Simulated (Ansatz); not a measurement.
# AlH₂+ (triplet): one geometry, many settings at distance Al1–H2 = 5.942 Å

What do other methods and options give for AlH₂+ (triplet) at this geometry, and how long do they take?

Program: Ansatz 0.2.0, Gaussian basis. Level of theory: the settings change from run to run. These are calculated values, not measurements.

19 further runs of the same task are left out: 4 for a known fault of the program, 9 that didn't finish, 6 set aside as unsound or not needed.

### Step 1. What is computed

The geometry derives from a PBE0/def2-TZVP stationary point (not a proven minimum). One bond is set to the value named and the two fragments are kept rigid.

3 atoms, charge 1, spin multiplicity 3.

Atoms are counted from 1 here; the program's logs count them from 0.

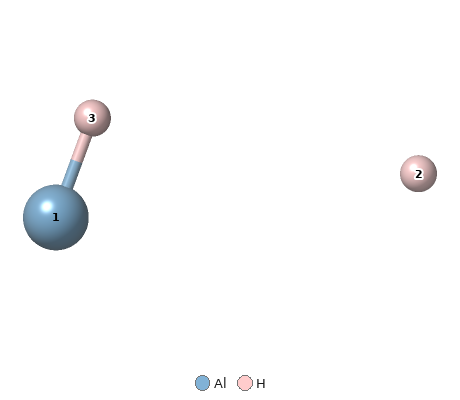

The structure; aluminium light blue, hydrogen pink; atoms are numbered from 1 in the order of the file.

As a file:

```xyz
3
charge 1, multiplicity 3
Al    0.0000   -0.0766   -0.2272
H     0.0000    3.0271    4.8398
H     0.0000   -0.9762    1.2414
```

### Step 2. CCSD on UHF/6-31G*

in.yaml

```yaml
crystal:
  periodic: [false, false, false]
  atoms:
    - {symbol: Al, position_ang: [0.000000, -0.076616, -0.227174]}
    - {symbol: H, position_ang: [0.000000, 3.027130, 4.839790]}
    - {symbol: H, position_ang: [0.000000, -0.976195, 1.241417]}
basis:
  gaussian: {orbitals: "6-31G*", fitting: {mean_field: def2-universal-jkfit}, point_charges: [{charge: 1.00, position_ang: [3.592, 0.719, 0.539]}]}
total_charge: 1
magnetization: {spin_polarized: true, initial_magnetization: 2}
correlation: {method: ccsd, electrons: outside_noble_gas}
accuracy: high
```

The run is started by

```sh
ansatz run in.yaml --threads 1 --pin off --events-out ev --progress --plain --max-ram 2393MiB
```

The log of the run (excerpt; [...] marks lines left out):

```text
Functional definition: HF
  name "HF"
  cite "Fock, Z. Phys. 61, 126 (1930) doi:10.1007/BF01340294"
  parent pbe
[...]
164 factors; integrals over basis functions are off by at most 2.2e-1 eV
[...]
mean field -6599.59503967 eV, -242.5306443416 hartree, gradient 6.9e-9 eV, S^2 2.046255; 1 other end points of the search recorded, 0 dependent functions left out
determinant -6599.59503967 eV, -242.5306443416 hartree, with singles and doubles -6600.60862008 eV, -242.5678927348 hartree
determinant -6596.66826336 eV, -242.4230872961 hartree, with singles and doubles -6597.44474112 eV, -242.4516223277 hartree
5 core orbitals not correlated: weight in the atoms' cores, before any rotation towards them, 1.000 or more for the frozen orbitals, at most 0.000 for the correlated occupied ones
reference -6599.59503967 eV, -242.5306443416 hartree; 3, 1 occupied and 15, 17 virtual orbitals, 164 factors
second order -0.62883614 eV of doubles, -0.00000000 eV of singles
cycle   1  -1.00217955 eV  change   -2.5e-2 eV  update   1.3e-2
[...]
cycle  20  -1.00626728 eV  change  -7.2e-11 eV  update  5.0e-10
Total energy: -6600.60130694 eV, -242.5676239819 hartree
```

Wall time 0.3 s (1 thread of Intel Xeon Platinum 8259CL at 2.50GHz, shared host).

From the report: ⟨S²⟩ of the determinant 2.046 (pure triplet: 2.00); correlation -1.0063 eV; T1 0.026; largest double amplitude 0.10.

### Step 3. CASSCF(4,6)/6-31G*

in.yaml

```yaml
crystal:
  periodic: [false, false, false]
  atoms:
    - {symbol: Al, position_ang: [0.000000, -0.076616, -0.227174]}
    - {symbol: H, position_ang: [0.000000, 3.027130, 4.839790]}
    - {symbol: H, position_ang: [0.000000, -0.976195, 1.241417]}
basis:
  gaussian: {orbitals: "6-31G*"}
total_charge: 1
magnetization: {spin_polarized: false, initial_magnetization: 2}
hamiltonian: {pseudopotentials: {relativity: none}}
correlation: {active_space: {window: {electrons: 4, orbitals: 6}}}
output: {forces: true}
```

Launched as before.

The log of the run (excerpt; [...] marks lines left out):

```text
Functional definition: HF
  name "HF"
  cite "Fock, Z. Phys. 61, 126 (1930) doi:10.1007/BF01340294"
  parent pbe
[...]
229 factors; integrals over basis functions are off by at most 6.5e-4 eV
[...]
mean field -6603.18456150 eV, -242.6625568359 hartree, gradient 2.4e-6 eV, S^2 2.000000; 0 other end points of the search recorded, 0 dependent functions left out
reference -6603.18456150 eV, -242.6625568359 hartree; 8, 6 occupied and 15, 17 virtual orbitals, 229 factors
state -6604.11154657 eV, -242.6966229089 hartree
[...]
Total energy: -6604.11154657 eV, -242.6966229089 hartree
Atom 0 at     0.000000    -0.076616    -0.227174 Å, force    -0.000000    -0.211950     0.348500 eV/Å
Atom 1 at     0.000000     3.027130     4.839790 Å, force     0.000000    -0.000779    -0.001259 eV/Å
Atom 2 at     0.000000    -0.976195     1.241417 Å, force     0.000000     0.212730    -0.347241 eV/Å
Dipole moment:     0.000000    -0.150881    -0.428193 e Å
```

Run time: 0.33 s. Hardware: 1 thread of Intel Xeon Platinum 8259CL at 2.50GHz, shared host.

From the report: 225 determinants; active occupations 1.93, 1.00, 0.99, 0.04, 0.02, 0.02.

### Step 4. CCSDT(Q)/B on UHF/def2-TZVP

in.yaml

```yaml
crystal:
  periodic: [false, false, false]
  atoms:
    - {symbol: Al, position_ang: [0.000000, -0.076616, -0.227174]}
    - {symbol: H, position_ang: [0.000000, 3.027130, 4.839790]}
    - {symbol: H, position_ang: [0.000000, -0.976195, 1.241417]}
basis:
  gaussian: {orbitals: def2-TZVP}
total_charge: 1
magnetization: {spin_polarized: true, initial_magnetization: 2}
correlation: {method: ccsdt_q_b, electrons: outside_noble_gas}
```

Launched as before.

The log of the run (excerpt; [...] marks lines left out):

```text
Functional definition: HF
  name "HF"
  cite "Fock, Z. Phys. 61, 126 (1930) doi:10.1007/BF01340294"
  parent pbe
[...]
562 factors; integrals over basis functions are off by at most 1.8e-7 eV
[...]
mean field -6603.90171183 eV, -242.6889116244 hartree, gradient 2.2e-6 eV, S^2 2.045609; 0 other end points of the search recorded, 0 dependent functions left out
5 core orbitals not correlated: weight in the atoms' cores, before any rotation towards them, 1.000 or more for the frozen orbitals, at most 0.000 for the correlated occupied ones
reference -6603.90171183 eV, -242.6889116244 hartree; 3, 1 occupied and 41, 43 virtual orbitals, 562 factors
second order -0.82782881 eV of doubles, -0.00000000 eV of singles
cycle   1  -1.03906226 eV  change   -2.1e-1 eV  update   5.2e-2
[...]
cycle  13  -1.23452373 eV  change    2.1e-7 eV  update   1.2e-7
perturbative correction -0.00000005 eV, -0.0000000020 hartree
Total energy: -6605.13623561 eV, -242.7342795367 hartree
```

It took 4.8 s on 1 thread of Intel Xeon Platinum 8259CL at 2.50GHz, shared host.

From the report: ⟨S²⟩ of the determinant 2.046 (pure triplet: 2.00); correlation -1.2345 eV; T1 0.023; largest double amplitude 0.09.

### Step 5. CCSD(T)/cc-pVTZ

in.yaml

```yaml
crystal:
  periodic: [false, false, false]
  atoms:
    - {symbol: Al, position_ang: [0.000000, -0.076616, -0.227174]}
    - {symbol: H, position_ang: [0.000000, 3.027130, 4.839790]}
    - {symbol: H, position_ang: [0.000000, -0.976195, 1.241417]}
basis:
  gaussian: {orbitals: cc-pVTZ}
total_charge: 1
magnetization: {spin_polarized: false, initial_magnetization: 2}
hamiltonian: {xc: {name: r2SCAN}}
correlation: {method: ccsd_t, electrons: outside_noble_gas}
accuracy: high
```

Same command.

The log of the run (excerpt; [...] marks lines left out):

```text
Functional definition: r2SCAN
  name "r2SCAN"
  cite "Furness, Kaplan, Ning, Perdew & Sun, J. Phys. Chem. Lett. 11, 8208 (2020) doi:10.1021/acs.jpclett.0c02405"
  cite "Furness, Kaplan, Ning, Perdew & Sun, J. Phys. Chem. Lett. 11, 9248 (2020) doi:10.1021/acs.jpclett.0c03077"
  parent r2scan
[...]
753 factors; integrals over basis functions are off by at most 3.4e-9 eV
[...]
mean field -6616.32864092 eV, -243.1455928453 hartree, gradient 5.5e-8 eV, S^2 2.000000; 0 other end points of the search recorded, 0 dependent functions left out
[...]
5 core orbitals not correlated: weight in the atoms' cores, before any rotation towards them, 1.000 or more for the frozen orbitals, at most 0.000 for the correlated occupied ones
reference -6603.72078982 eV, -242.6822628632 hartree; 3, 1 occupied and 54, 56 virtual orbitals, 753 factors
second order -1.04843152 eV of doubles, -0.13789225 eV of singles
cycle   1  -1.39473476 eV  change   -2.1e-1 eV  update   4.5e-2
[...]
cycle  21  -1.51808130 eV  change   1.9e-11 eV  update  4.6e-10
perturbative correction -0.02437690 eV, -0.0008958345 hartree
Total energy: -6605.26324802 eV, -242.7389471565 hartree
```

Run time: 6 s. Hardware: 1 thread of Intel Xeon Platinum 8259CL at 2.50GHz, shared host; peak memory 0.27 GiB.

From the report: correlation -1.5425 eV; T1 0.031; largest double amplitude 0.09. The orbitals are Kohn-Sham ones, so correlation energy and T1 don't compare with those on Hartree-Fock orbitals.

### Step 6. CCSD(T) on UHF/cc-pVTZ

Changes to in.yaml since step 5:

```diff
@@ -9,5 +9,5 @@
 total_charge: 1
-magnetization: {spin_polarized: false, initial_magnetization: 2}
-hamiltonian: {xc: {name: r2SCAN}}
+magnetization: {spin_polarized: true, initial_magnetization: 2}
 correlation: {method: ccsd_t, electrons: outside_noble_gas}
 accuracy: high
+output: {forces: true}
```

The command is unchanged.

The log of the run (excerpt; [...] marks lines left out):

```text
Functional definition: HF
  name "HF"
  cite "Fock, Z. Phys. 61, 126 (1930) doi:10.1007/BF01340294"
  parent pbe
[...]
753 factors; integrals over basis functions are off by at most 3.4e-9 eV
[...]
mean field -6604.02454556 eV, -242.6934256808 hartree, gradient 4.0e-8 eV, S^2 2.045652; 0 other end points of the search recorded, 0 dependent functions left out
5 core orbitals not correlated: weight in the atoms' cores, before any rotation towards them, 1.000 or more for the frozen orbitals, at most 0.000 for the correlated occupied ones
reference -6604.02454556 eV, -242.6934256808 hartree; 3, 1 occupied and 54, 56 virtual orbitals, 753 factors
second order -0.88817629 eV of doubles, -0.00000000 eV of singles
cycle   1  -1.09446999 eV  change   -2.1e-1 eV  update   5.0e-2
[...]
cycle  20  -1.26597052 eV  change   8.9e-13 eV  update  1.8e-10
perturbative correction -0.01649683 eV, -0.0006062472 hartree
[...]
Total energy: -6605.30701291 eV, -242.7405554864 hartree
Atom 0 at     0.000000    -0.076616    -0.227174 Å, force    -0.000000    -0.409982     0.672573 eV/Å
Atom 1 at     0.000000     3.027130     4.839790 Å, force     0.000000    -0.000980    -0.001615 eV/Å
Atom 2 at     0.000000    -0.976195     1.241417 Å, force     0.000000     0.410962    -0.670959 eV/Å
Dipole moment:     0.000000    -0.139069    -0.433737 e Å
```

Wall time 9 s (1 thread of Intel Xeon Platinum 8259CL at 2.50GHz, shared host); peak memory 0.37 GiB.

From the report: ⟨S²⟩ of the determinant 2.046 (pure triplet: 2.00); correlation -1.2825 eV; T1 0.023; largest double amplitude 0.09.

### Step 7. The runs in one table

Where basis and cores are those of an earlier FCI/cc-pVTZ run (-6605.3128 eV), and the state is the same kind, the miss against it is given.

```
                                     level         correlated  functions  energy (eV)  from FCI (meV)    time
CCSD on UHF/6-31G* (beside a point charge)  outside noble gas         23   -6600.6013                   0.3 s
                        CASSCF(4,6)/6-31G*                            23   -6604.1115                  0.33 s
               CCSDT(Q)/B on UHF/def2-TZVP  outside noble gas         49   -6605.1362                   4.8 s
      CCSD(T)/cc-pVTZ (on r2SCAN orbitals)  outside noble gas         62   -6605.2632            49.5     6 s
                    CCSD(T) on UHF/cc-pVTZ  outside noble gas         62   -6605.3070             5.8     9 s
```

### Step 8. What came out

| quantity | value |
| --- | --- |
| runs | 5 |
| quickest | CCSD on UHF/6-31G* (beside a point charge), 0.3 s |
| slowest | CCSD(T) on UHF/cc-pVTZ, 9 s |

What this shows: Total energies in different bases, with other cores or another treatment of relativity can't be set against each other. CCSD(T) on UHF/cc-pVTZ took 30 times as long as CCSD on UHF/6-31G* (beside a point charge); the jobs differ in more than the method. Among the correlated runs with a miss given, it spans +6 to +50 meV. Cores frozen from Kohn-Sham orbitals shift the total energy.
